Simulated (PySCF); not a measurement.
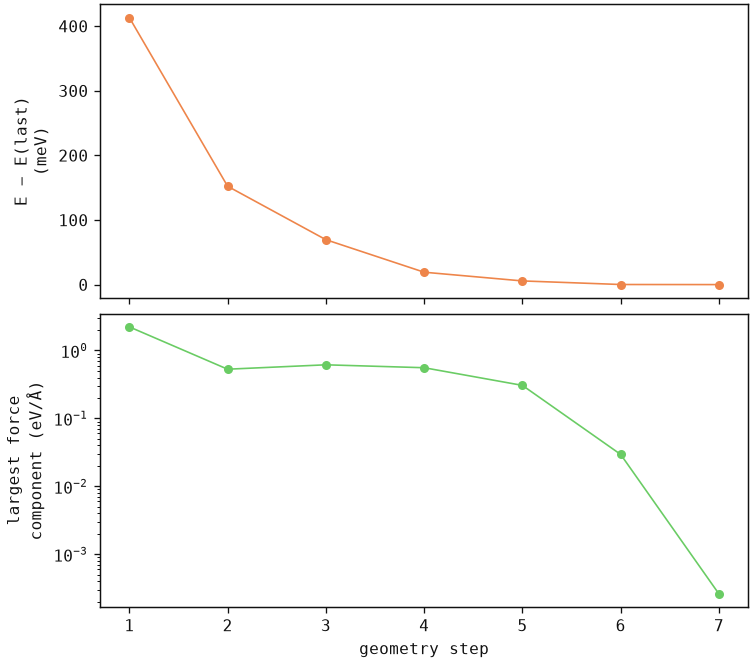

History of a geometry optimisation. The start has point group C2v, which is kept. A held symmetry can leave a saddle point.

PtSe2 molecule, multiplicity 5; PySCF 2.14.0, UKS-based PBE0, Pt def2-TZVP with ECP60, Se def2-TZVP; non-relativistic Hamiltonian with scalar-relativistic core potentials; density fitting.

> How did it end, and what did it gain?

The optimisation met its thresholds at geometry 7, counting the start as the first. The energy fell by about 410 meV from the first step to the last. The largest force component goes from about 2.2 eV/Å at the start to 2.6 × 10⁻⁴ eV/Å at the end.

> By which step was nine tenths of the energy gained?

By step 4 of 7.
